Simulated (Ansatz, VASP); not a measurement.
# Si2W: VASP beside Ansatz

One calculation is typed for both programs; each brings its own data sets and cutoff. How far apart do they land? The cell comes out of the VASP series on this material, whose earlier steps may have relaxed, scaled or displaced it; both programs get it as it stands.

Calculated with Ansatz 0.2.0; plane waves, with VASP 6.6.1 beside it; band structure at LDA and band structure at LDA, spin-orbit coupling.

## Step 1: Set-up

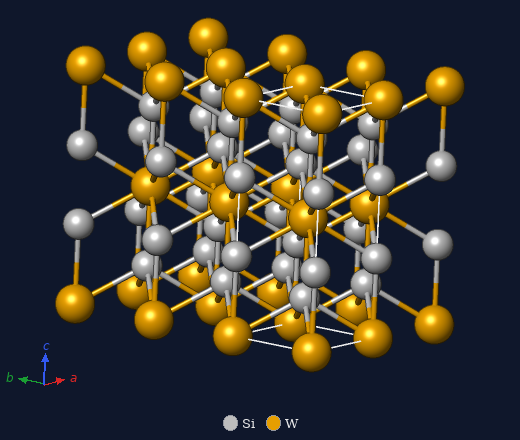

Start, viewed from a free direction; silicon light grey, tungsten orange. 2×3×1 cells are drawn. This picture shows the conventional cell, with its axes. Some periodic images of atoms are drawn too.

## Step 2: VASP: band structure, LDA

Levels along a path test the potential and the projectors away from the mesh points.

Lines of VASP's logs that name or quote its potential files are left out, and so is its time.

Contents of INCAR:

```
SYSTEM = Si2W
PREC = Accurate
ENCUT = 400
EDIFF = 1E-06
NELM = 100
ISMEAR = 0
SIGMA = 0.05
LREAL = .FALSE.
ALGO = Normal
GGA = CA
NBANDS = 20
LASPH = .TRUE.
LORBIT = 11
LWAVE = .FALSE.
LCHARG = .FALSE.
KPAR = 2
```

Contents of POSCAR:

```
Si2W
1.0
   -1.5936247427      1.5936247427      3.8863588592
    1.5936247427     -1.5936247427      3.8863588592
    1.5936247427      1.5936247427     -3.8863588592
Si W
2 1
Direct
    0.3348864609      0.3348864609      0.0000000000
    0.6651135391      0.6651135391      0.0000000000
    0.0000000000      0.0000000000      0.0000000000
```

Contents of KPOINTS:

```
Automatic mesh
0
Gamma
10 10 10
0 0 0
```

Contents of KPOINTS_OPT:

```
Line mode
16
Line-mode
Reciprocal
  0.00000000   0.00000000   0.00000000 GAMMA
  0.00000000   0.00000000   0.50000000 X

  0.00000000   0.00000000   0.50000000 X
 -0.08407296   0.08407296   0.50000000 Y

 -0.08407296   0.08407296   0.50000000 Y
 -0.29203648   0.29203648   0.29203648 S

 -0.29203648   0.29203648   0.29203648 S
  0.00000000   0.00000000   0.00000000 GAMMA

  0.00000000   0.00000000   0.00000000 GAMMA
  0.50000000   0.50000000  -0.50000000 Z

  0.50000000   0.50000000  -0.50000000 Z
  0.29203648   0.70796352  -0.29203648 S1

  0.29203648   0.70796352  -0.29203648 S1
  0.00000000   0.50000000   0.00000000 N

  0.00000000   0.50000000   0.00000000 N
  0.25000000   0.25000000   0.25000000 P

  0.25000000   0.25000000   0.25000000 P
  0.50000000   0.50000000  -0.08407296 Y1

  0.50000000   0.50000000  -0.08407296 Y1
  0.50000000   0.50000000  -0.50000000 Z

  0.00000000   0.00000000   0.50000000 X
  0.25000000   0.25000000   0.25000000 P
```

PAW data sets: Si and W (LDA family, release 64).

The run is started by

```sh
mpirun -np 2 vasp_std
```

Numbers of over 12 decimals in the logs are rounded to 6 here.

The log of the run:

```text
[banner, memory and clock lines left out]
running    2 mpi-ranks, on    1 nodes
 distrk:  each k-point on    1 cores,    2 groups
 distr:  one band on    1 cores,    1 groups

 POSCAR found type information on POSCAR SiW
 POSCAR found :  2 types and       3 ions
 LDA part: xc-table for (Slater(with rela. corr.)+CA(PZ))
 , standard interpolation
 POSCAR, INCAR and KPOINTS ok, starting setup
 FFT: planning ... GRIDC
 FFT: planning ... GRID_SOFT
 FFT: planning ... GRID
 WAVECAR not read
 entering main loop
       N       E                     dE             d eps       ncg     rms          rms(c)
DAV:   1     0.137880757141E+02    0.13788E+02   -0.47802E+03  4096   0.489E+02
DAV:   2    -0.268954678074E+02   -0.40684E+02   -0.37731E+02  5008   0.119E+02
DAV:   3    -0.283104040887E+02   -0.14149E+01   -0.13920E+01  5100   0.177E+01
DAV:   4    -0.283171383108E+02   -0.67342E-02   -0.67311E-02  4816   0.150E+00
DAV:   5    -0.283171773109E+02   -0.39000E-04   -0.39001E-04  4988   0.114E-01    0.266E+01
DAV:   6    -0.275982469100E+02    0.71893E+00   -0.91517E-01  5284   0.557E+00    0.109E+01
DAV:   7    -0.274729009550E+02    0.12535E+00   -0.16922E-01  4456   0.213E+00    0.553E+00
DAV:   8    -0.274485835409E+02    0.24317E-01   -0.34944E-02  4836   0.101E+00    0.591E-01
DAV:   9    -0.274482812255E+02    0.30232E-03   -0.14728E-03  4500   0.220E-01    0.357E-01
DAV:  10    -0.274482086342E+02    0.72591E-04   -0.22925E-04  4864   0.675E-02    0.120E-01
DAV:  11    -0.274481767466E+02    0.31888E-04   -0.51232E-05  4596   0.337E-02    0.297E-02
DAV:  12    -0.274481768095E+02   -0.62914E-07   -0.18913E-06  4788   0.783E-03
   1 F= -.27448177E+02 E0= -.27447829E+02  d E =-.695642E-03
 Start KPOINTS_OPT (optional k-point list driver)
k-point batch [1-102\176]
       N       E                     dE             ncg
DAV:   1     0.126088020947E+05   -0.21864E+05     4080
DAV:   2     0.831925984370E+04   -0.42895E+04     5132
DAV:   3     0.816637900127E+04   -0.15288E+03     5092
DAV:   4     0.816566056532E+04   -0.71844E+00     5048
DAV:   5     0.816565631487E+04   -0.42504E-02     5184
DAV:   6     0.816565627643E+04   -0.38439E-04     5116
DAV:   7     0.816565627604E+04   -0.38385E-06     4420
k-point batch [103-176\176]
       N       E                     dE             ncg
DAV:   1     0.182473783297E+05   -0.27145E+05     2968
DAV:   2     0.152577130252E+05   -0.29897E+04     3812
DAV:   3     0.151638050685E+05   -0.93908E+02     3600
DAV:   4     0.151633779036E+05   -0.42716E+00     3616
DAV:   5     0.151633755122E+05   -0.23913E-02     3620
DAV:   6     0.151633754928E+05   -0.19462E-04     3772
DAV:   7     0.151633754926E+05   -0.16653E-06     3004
```

From OUTCAR (step 2):

```text
ion  position               nearest neighbor table
   1  0.335  0.335  0.000-   2 2.57   3 2.59   3 2.59   3 2.59   3 2.59   3 2.60   2 2.61   2 2.61
                             2 2.61   2 2.61
   2  0.665  0.665  0.000-   1 2.57   3 2.59   3 2.59   3 2.59   3 2.59   3 2.60   1 2.61   1 2.61
                             1 2.61   1 2.61
   3  0.000  0.000  0.000-   2 2.59   2 2.59   2 2.59   1 2.59   2 2.59   1 2.59   1 2.59   1 2.59
                             1 2.60   2 2.60

  LATTYP: Found a body centered tetragonal cell.
 ALAT       =     3.1872494854
 C/A-ratio  =     2.4386913400

 Subroutine GETGRP returns: Found 16 space group operations
 (whereof 16 operations were pure point group operations)

The static configuration has the point symmetry D_4h.

 Found    102 irreducible k-points:

   k-points           NKPTS =    102   k-points in BZ     NKDIM =    102   number of bands    NBANDS=     20

   dimension x,y,z NGX =    30 NGY =   30 NGZ =   30
   dimension x,y,z NGXF=    60 NGYF=   60 NGZF=   60

   ENCUT  =  400.0 eV  29.40 Ry    5.42 a.u.   7.33  7.33  7.33*2*pi/ulx,y,z

   NELECT =      14.0000    total number of electrons

 k-points in reciprocal lattice and weights: Automatic mesh
   0.00000000  0.00000000  0.00000000       0.001
   0.10000000  0.00000000  0.00000000       0.008
   0.20000000  0.00000000  0.00000000       0.008
   0.30000000 -0.00000000  0.00000000       0.008
   0.40000000  0.00000000  0.00000000       0.008
   0.50000000  0.00000000  0.00000000       0.004
   0.10000000  0.10000000  0.00000000       0.008
   0.20000000  0.10000000  0.00000000       0.016
   0.30000000  0.10000000  0.00000000       0.016
[...]
-0.40000000 -0.40000000  0.40000000       0.002
   0.50000000  0.50000000  0.50000000       0.001

 average (electrostatic) potential at core
       1 -80.5071       2 -80.5071       3 -34.8350

 E-fermi :  10.8085

 k-point     1 :       0.0000    0.0000    0.0000
  band No.  band energies     occupation
    ...
      2       3.8537      2.00000
      3       7.1371      2.00000
      4       7.3598      2.00000
      5       7.9367      2.00000
      6       7.9367      2.00000
      7      11.4366      0.00000
      8      13.7465      0.00000
      9      13.8113      0.00000
     10      14.0346      0.00000
     11      14.0346      0.00000
    ...

 k-point     2 :       0.1000    0.0000    0.0000
  band No.  band energies     occupation
    ...
      3       6.5328      2.00000
      4       7.3664      2.00000
      5       8.0660      2.00000
      6       8.1968      2.00000
      7      10.7587      1.84131
      8      13.1616      0.00000
      9      13.5007      0.00000
     10      14.3683      0.00000
     11      14.8026      0.00000
     12      15.7573      0.00000
    ...

 k-point     3 :       0.2000    0.0000    0.0000
  band No.  band energies     occupation
    ...
      3       5.6430      2.00000
      4       7.1906      2.00000
      5       8.3739      2.00000
      6       8.4122      2.00000
      7       9.7551      2.00000
      8      12.2763      0.00000
      9      13.1056      0.00000
     10      15.3554      0.00000
     11      15.4466      0.00000
     12      16.0900      0.00000
    ...

  Total        0.0022602      0.0022602      0.0022309      0.0000000     -0.0000000      0.0000000
  in kB        0.0917244      0.0917244      0.0905343      0.0000000     -0.0000000      0.0000000
  external PRESSURE =       0.0913277 kB  Pullay stress =       0.0000000 kB

  energy-cutoff  :      400.00
  volume of cell :       39.48
      direct lattice vectors                 reciprocal lattice vectors
    -1.593624743  1.593624743  3.886358859     0.000000000  0.313750149  0.128655129
     1.593624743 -1.593624743  3.886358859     0.313750149  0.000000000  0.128655129
     1.593624743  1.593624743 -3.886358859     0.313750149  0.313750149  0.000000000

 POSITION                                       TOTAL-FORCE (eV/Angst)
 -----------------------------------------------------------------------------------
      0.00000      0.00000      2.60298         0.000000      0.000000     -0.002774
      0.00000      0.00000      5.16974        -0.000000     -0.000000      0.002774
      0.00000      0.00000      0.00000        -0.000000     -0.000000     -0.000000
 -----------------------------------------------------------------------------------
    total drift:                                0.000000      0.000000     -0.000000

  FREE ENERGIE OF THE ION-ELECTRON SYSTEM (eV)
  ---------------------------------------------------
  free  energy   TOTEN  =       -27.4481768095 eV

  energy  without entropy=      -27.4474811677  energy(sigma->0) =      -27.44782899

 total charge
# of ion       s       p       d       tot
------------------------------------------
    1        0.745   0.915   0.000   1.660
    2        0.745   0.915   0.000   1.660
    3        0.571   0.692   4.566   5.829
--------------------------------------------------
tot          2.060   2.521   4.566   9.148

[... 3 further parts left out ...]
```

The run ends at a pressure of 0.01 GPa, with forces up to 0.0028 eV/Å.

## Step 3: Ansatz: band structure, LDA

Ansatz runs on its default PAW (the set named soft_2) files.

The same cell, functional (in two slightly different forms), mesh and smearing now go to Ansatz, which takes its cutoff from its data sets.

Contents of input.yaml:

```yaml
crystal:
  lattice:
    - [-1.5936247427, 1.5936247427, 3.8863588592]
    - [1.5936247427, -1.5936247427, 3.8863588592]
    - [1.5936247427, 1.5936247427, -3.8863588592]
  atoms:
    - { symbol: Si, position: [0.3348864609, 0.3348864609, 0.0] }
    - { symbol: Si, position: [0.6651135391, 0.6651135391, 0.0] }
    - { symbol: W, position: [0.0, 0.0, 0.0] }
hamiltonian:
  xc: lda
  pseudopotentials: { kind: paw }
kpoints:
  mp_grid: { grid: [10, 10, 10] }
  band_path:
    path:
      - [0.0, 0.0, 0.0]
      - [0.0, 0.0, 0.2]
      - [0.0, 0.0, 0.4]
      - [-0.01121, 0.01121, 0.5]
      - [-0.04484, 0.04484, 0.5]
      - [-0.07847, 0.07847, 0.5]
      - [-0.13953, 0.13953, 0.44454]
      - [-0.22272, 0.22272, 0.36136]
      - [-0.29204, 0.29204, 0.29204]
      - [-0.17522, 0.17522, 0.17522]
      - [-0.05841, 0.05841, 0.05841]
      - [0.06667, 0.06667, -0.06667]
      - [0.26667, 0.26667, -0.26667]
      - [0.46667, 0.46667, -0.46667]
      - [0.44454, 0.55546, -0.44454]
      - [0.36136, 0.63864, -0.36136]
      - [0.29204, 0.70796, -0.29204]
      - [0.17522, 0.62478, -0.17522]
      - [0.05841, 0.54159, -0.05841]
      - [0.03333, 0.46667, 0.03333]
      - [0.13333, 0.36667, 0.13333]
      - [0.23333, 0.26667, 0.23333]
      - [0.31667, 0.31667, 0.16091]
      - [0.41667, 0.41667, 0.02728]
      - [0.5, 0.5, -0.08407]
      - [0.5, 0.5, -0.25044]
      - [0.5, 0.5, -0.41681]
      - [0.03333, 0.03333, 0.46667]
      - [0.13333, 0.13333, 0.36667]
      - [0.25, 0.25, 0.25]
    npoints: 1
scf:
  occupations: { method: gaussian, width: 0.05 }
  n_extra_bands: 7
output:
  forces: true
  stress: true
  eigenvalues: true
  write_density: true
  write_potential: true
  elf: true
  volumetric_format: npy
```

The run is started by

```sh
ansatz run input.yaml --threads 2 --pin off --max-ram 4608MiB --backend cpu --events-out ev --progress --plain --runs-dir out
```

The log of the run:

```text
scf.n_extra_bands = 7 over 11 filled bands (N_el = 22.0): the run solves 18 bands
Engine: ansatz 0.2.0, aarch64-unknown-linux-gnu
Pseudopotentials: kind: paw
Pseudopotential: Si, paw, valence charge 4, recommended cutoff 420 eV (normal), Si.paw.azcp
Pseudopotential: W, paw, valence charge 14, recommended cutoff 420 eV (normal), W.paw.azcp
Functional definition: SPW92
  exchange = slater_x
  correlation = pw_c
Crystal: 3 atoms, lattice volume = 39.480 Å³
Basis set: ecut = 420 eV, 769 PW (Γ)
Bands: 18, of which v1, the nominal top of the filled ones, is band 11 counted from 1 (10 counted from 0)
Symmetry: 16 space group operations
Space group: I4/mmm (ITA 139), of the structure as read, at distance tolerance 3.4e-5 Å
k-points: 102 of 1000
Non-local potential: Si, projectors of the file, l = 0: 2, l = 1: 2, l = 2: 2
Non-local potential: W, projectors of the file, l = 0: 3, l = 1: 2, l = 2: 2, l = 3: 1
PAW form: soft (Blöchl's): semilocal exchange-correlation on the pseudo side does not see the compensation charge
PAW frozen core: Si, regenerated for the run's functional, and the local potential with it (the file was generated under x = pbe(κ = 0.804, μ = 0.219515), c = pbe(β = 0.066725))
PAW frozen core: W, regenerated for the run's functional, and the local potential with it (the file was generated under x = pbe(κ = 0.804, μ = 0.219515), c = pbe(β = 0.066725))
PAW one-centre angular grid: Si, 110 points (default); XC on 64 Gauss nodes
PAW one-centre angular grid: W, 590 points (default); XC on 64 Gauss nodes
Initial density: superposition of atomic densities (neutral atoms: chi_scale 0, normalization atom), corrected by the library's trained network
Initial wavefunctions: pseudopotential atomic-orbital guess
Functional: x = slater, c = lda
SCF iter   1: F=—  HF=-11348.462568 eV  |F-HF|=—  |Δ(HF+E_count)|=         —  Δρ=6.71e-3  dr2=1.80e-2  ethr=1.77e-3  ⟨swp⟩=5.4  Hψ=10358  notcnv=0  defer=3
preconditioner: auto → Kerker (q_TF=auto, 2.475 Å⁻¹)  [metal: Δε(μ)=0.015 eV  Ē_g=9.941 eV  σ=0.050 eV  W_gap=0.16  n_scr=10 (ndim 8)  ℏωp=22.1 eV  f_vac=0.000  D(μ)=0.54/eV (n_scr^D=0)]
SCF iter   2: F=—  HF=-11348.459068 eV  |F-HF|=—  |Δ(HF+E_count)|=   3.50e-3  Δρ=3.35e-3  dr2=2.60e-3  ethr=8.16e-5  ⟨swp⟩=1.2  Hψ=2684  notcnv=0  defer=57
SCF iter   3: F=—  HF=-11348.458563 eV  |F-HF|=—  |Δ(HF+E_count)|=   5.06e-4  Δρ=1.04e-3  dr2=2.48e-4  ethr=1.18e-5  ⟨swp⟩=1.9  Hψ=1956  notcnv=0  defer=57
SCF iter   4: F=—  HF=-11348.458498 eV  |F-HF|=—  |Δ(HF+E_count)|=   6.45e-5  Δρ=9.20e-5  dr2=2.77e-6  ethr=1.13e-6  ⟨swp⟩=2.3  Hψ=2376  notcnv=0  defer=57
SCF iter   5: F=—  HF=-11348.458499 eV  |F-HF|=—  |Δ(HF+E_count)|=   5.77e-7  Δρ=1.19e-5  dr2=4.89e-8  ethr=1.26e-8  ⟨swp⟩=2.3  Hψ=2295  notcnv=0  defer=57
SCF iter   6: F=-11348.458499 eV  HF=-11348.458499 eV  |F-HF|=3.77e-10  |Δ(HF+E_count)|=   6.74e-9  Δρ=1.94e-6  dr2=1.26e-9  ethr=2.22e-10  ⟨swp⟩=9.8  Hψ=11771  notcnv=0
SCF 1 converged in 6 iterations: F = -11348.458499 eV  dr2 = 1.26e-9
  greatest PAW one-centre occupation: 1.000 electrons in one spin orbital (limit 2), on the W atom at site 2 (counted from 0), in its partial waves of l = 0
NSCF: frozen V_eff on 30 k-points
SCF converged after 6 iterations
Free energy (F): -11348.458499 eV
Harris-Foulkes:  -11348.458499 eV  (|F-HF|=3.77e-10)
Internal energy: -11348.457755 eV  (E = F + TS)
E sigma→0 (E₀):  -11348.458127 eV
Entropy (-TS):   -0.000744 eV (-0.248 meV/atom)
Fermi energy:    16.904301 eV
--- Per-component energies (eV) ---
  E_band       = -76.616936
  E_kinetic    = 544.774603
  E_local      = -940.837046  (includes V_loc(G=0)·N_el)
  E_nonlocal   = 59.033216
  E_hartree    = 369.118787
  E_xc         = -380.593644
  E_vxc        = -340.962807  (∫ρ·V_xc dr)
  E_paw        = -9282.463578  (= ΣΔE_a)
  E_vpaw       = -136.862720  (= ΣTr[D̂ρ^β])
  E_aug_tail   = -0.000063  (compensation charges beyond the density's cutoff)
  E_ewald      = -1717.941844
  E_core_change = 0.451814  (= ΣΔE_core)
  E_smearing   = -0.000744  (= −TS)
  E_closure    = 0.000000  (closes the sum)
  Σ components = -11348.458499   (vs F -11348.458499, Δ=0.00e0)
--- Forces (eV/Å), atoms counted from 1 ---
  atom   1  Si     0.00000000     0.00000000     0.00290934
  atom   2  Si    -0.00000000    -0.00000000    -0.00290934
  atom   3  W     -0.00000000    -0.00000000     0.00000000
  max |Σ_I F_I| component: 3.47e-17 eV/Å
--- Stress (GPa, compression-positive) ---
       -0.217321       0.000000      -0.000000
        0.000000      -0.217321       0.000000
       -0.000000       0.000000      -0.334686
  P = ⅓ Tr σ = -0.2564 GPa (-2.564 kbar)
--- Band table (eV; the first three rows and the last of 102) ---
  k-point 0: bands = [... 7 lower, 13.4591, 14.0309, 14.0309, 17.5416, 19.8081, 19.8700, 20.0885, 20.0885, ... 3 higher]
  k-point 1: bands = [... 7 lower, 13.2720, 13.5491, 14.9045, 16.1318, 19.4473, 20.3173, 20.3590, 20.7114, ... 3 higher]
  k-point 2: bands = [... 7 lower, 11.9288, 13.8437, 14.1232, 15.2393, 19.7256, 20.7262, 20.8341, 20.8986, ... 3 higher]
  k-point 101: bands = [... 7 lower, 14.2840, 16.1283, 16.1283, 16.3912, 16.3912, 17.7252, 21.4972, 21.9429, ... 3 higher]
```

Elapsed: 5.3 s, on 2 threads of Arm Neoverse N1, shared host; peak memory 0.33 GiB.

Reading the cycles: dr2 is the Hartree energy of the density residual (eV), the measure of convergence; HF is the Harris–Foulkes estimate of the energy, which meets the free energy F at convergence.

## Step 4: Comparison

Known differences besides the PAW data sets themselves: the two LDA forms differ slightly; the data sets hold 22 valence electrons in Ansatz (default PAW (the set named soft_2) files) and 14 in VASP; the cutoff is 420 eV in Ansatz and 400 eV in VASP; Ansatz makes its cores anew for this functional, VASP keeps those of its LDA data sets. Total energies have different zeros and are not compared.

The two programs side by side:

```tsv
quantity	Ansatz	VASP	difference
pressure (GPa)	-0.26	0.01	-0.27
```

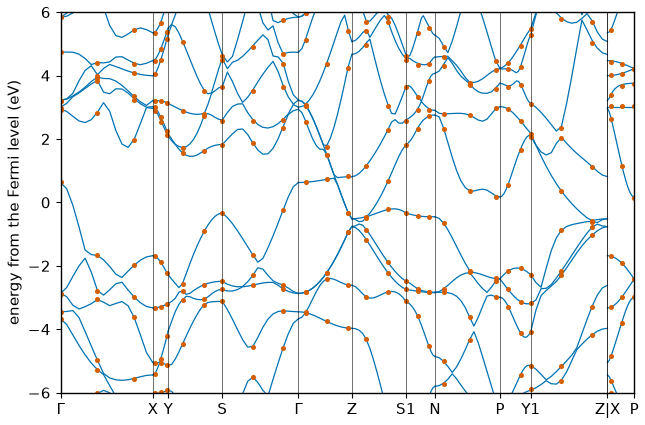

Bands from VASP (lines) and levels from Ansatz (dots). Dots without a line are higher empty bands that the VASP plot leaves out.

At this near-relaxed geometry the largest component of a force difference is 6 meV/Å. Levels from 3 eV below to 2 eV above the Fermi level differ by 12 meV r.m.s. and 48 meV at most; each VASP level is matched to the nearest of Ansatz, which flatters the figure a little. Ansatz's pressure holds a Pulay correction of 0.05 GPa; VASP's holds none.

[end of part 1 of 2]

[Lines on the potential files, build, host, timing and source positions are cut from VASP's logs without a mark.]

[Logs are printed without paths, hosts, clocks, repeated set-up lines and the standing remarks that a program may print on its own settings, such as how far it seeks lower states.]

[Hosts, paths, dates, database ids (printed as entryN), source tags and the programs' standing remarks are cut or masked in the printed files.]
